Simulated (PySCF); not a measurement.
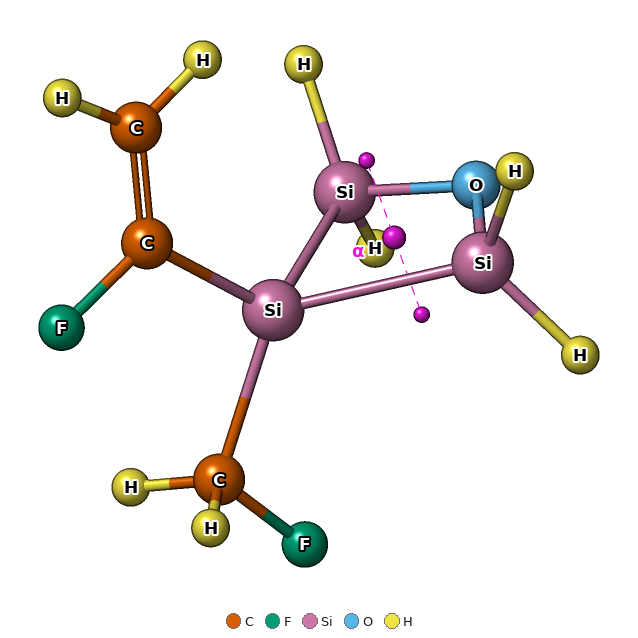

The small points mark where nucleus-independent chemical shifts (NICS) were computed: at the centre of each lettered ring and 1 Å above and below it. Computed geometry: GFN2-xTB optimisation. No frequency run is at hand to confirm it as a minimum. Level of theory: GIAO PBE0/pcSseg-1 NMR shielding, non-relativistic, gas phase (PySCF 2.14.0).

Give NICS(0), NICS(1) and the out-of-plane component NICS(1)zz for each ring (means of the two sides).

```
ring  members  NICS(0)  NICS(1)  NICS(1)zz
   α     Si3O     −0.7     −0.8        2.7
```

Values in ppm.

The geometry is semi-empirical. Around Si such bond lengths and angles can be off by a tenth of an ångström or more and by several degrees, and values that hang on the shape move with them.
